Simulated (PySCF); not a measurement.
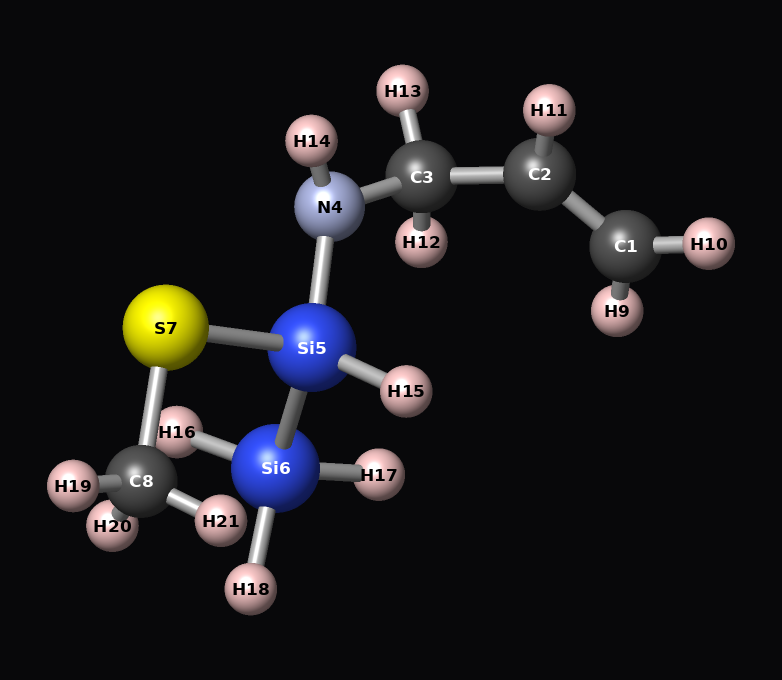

Every bond is drawn as one stick. Computed geometry: GFN2-xTB optimisation. No frequency run is at hand to confirm it as a minimum. Computed with PBE0/pcSseg-1 (PySCF 2.14.0).

List the Mayer bond orders of C1–C2, C2–C3, C3–N4, N4–Si5, Si5–Si6, Si5–S7, S7–C8 (bonds between heavy atoms, one of each equivalent set).

```csv
bond,Mayer order,length (Å)
C1–C2,1.98,1.319
C2–C3,1.02,1.499
C3–N4,0.97,1.447
N4–Si5,0.99,1.714
Si5–Si6,0.87,2.315
Si5–S7,0.94,2.160
S7–C8,1.00,1.814
```

The geometry is semi-empirical. Around Si such bond lengths and angles can be off by a tenth of an ångström or more and by several degrees, and values that hang on the shape move with them.
